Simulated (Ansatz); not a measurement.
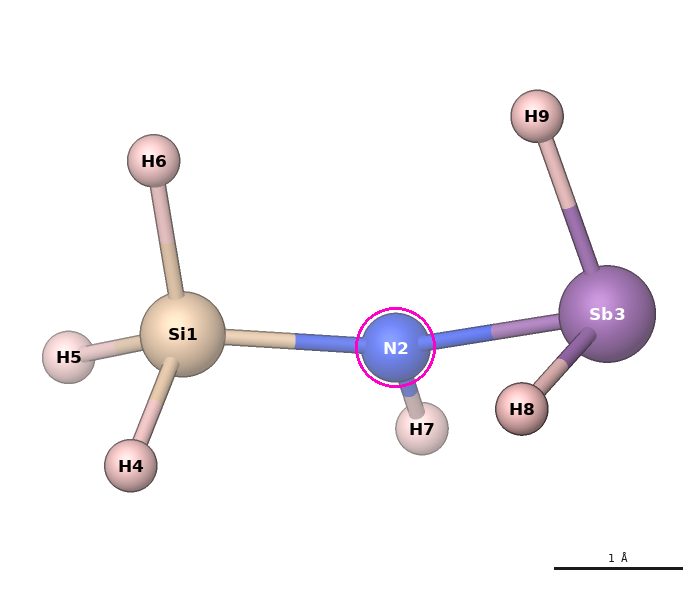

Orthographic view. Depth is shown by fading: the farther an atom, the more it takes the colour of the background. The geometry was computed by an optimisation with PBE-D4/def2-SVP. No frequency run is at hand to confirm it as a minimum.

Which atoms are bonded to the circled atom?

The circled atom is N2; it is bonded to Si1, Sb3, H7.

Which atom is nearest the viewer?

H8, 1.8 Å in front of the mean position.

Of Si1 and H4, which is nearer the viewer?

H4; the bond to Si1 points away from the viewer, so it looks shorter than its 1.51 Å.
